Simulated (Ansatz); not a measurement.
## Electronic structure of CH4Si2 (charge −1, doublet) in real space

```csv
atom,x (Å),y (Å),z (Å)
C,-1.6084,0.2621,-0.3638
Si,-1.1654,0.2600,1.5154
Si,-1.9408,-1.0287,3.1071
H,-2.3564,-0.5191,-0.5740
H,-2.0314,1.2299,-0.6884
H,-0.7255,0.0628,-0.9976
H,-0.1356,1.3791,1.6361
```

Geometry: r2SCAN-D4/def2-SVPD.

These are results of isolated molecule in a Gaussian basis; Kohn-Sham density functional theory, functional PBE0 (Ansatz 0.2.0), not measurements.

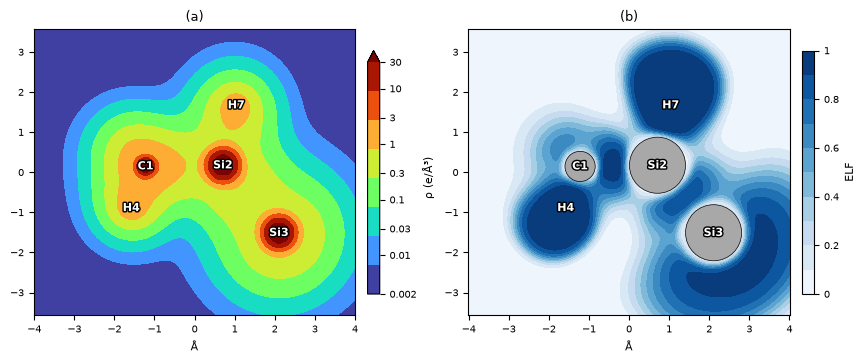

Figure 1. (a) electron density; (b) ELF on the plane of atoms Si3, Si2 and H7. Grey discs cover the atomic cores in the ELF map.

Describe what can be read from this map.

- The section cuts through C, Si and H sites.
- C–Si (1.93 Å): ρ at the midpoint is about 0.85 e/Å³; the ELF peaks at about 0.95 between the atoms: a shared electron pair.
- Si–Si (2.19 Å): the density is about 0.66 e/Å³ at the midpoint; the ELF peaks at about 0.90 between the atoms: a covalent bond.
- C–H (1.10 Å): ρ at the midpoint is about 1.9 e/Å³; the ELF climbs to about 1 towards the hydrogen, as it does in any bond to H; an ordinary covalent bond to hydrogen.
- Si–H (1.53 Å): ρ at the midpoint is about 0.72 e/Å³; the ELF climbs to about 1 towards the hydrogen.
- The ELF also peaks beside Si3, away from the bonds: non-bonding electrons, paired or unpaired.

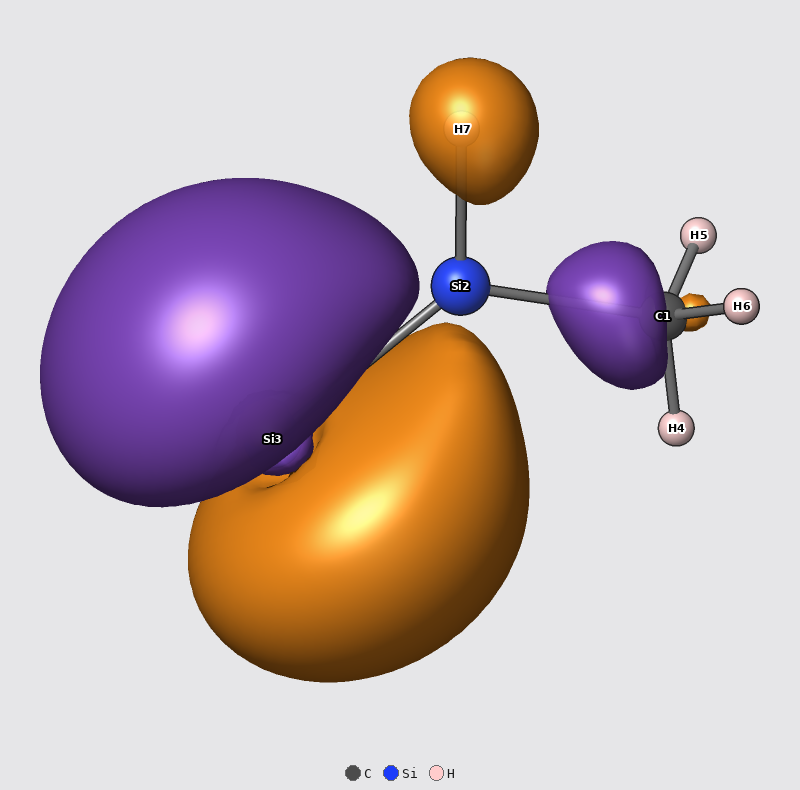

Figure 2. The HOMO (α) at ±0.08 Å⁻³ᐟ² (orange and purple are the two phases), seen at a tilt.

What is the character of this orbital?

Its weight (Hirshfeld) is mainly on Si3 (about 80 %) and Si2 (about 15 %). Its energy is −0.08 eV.
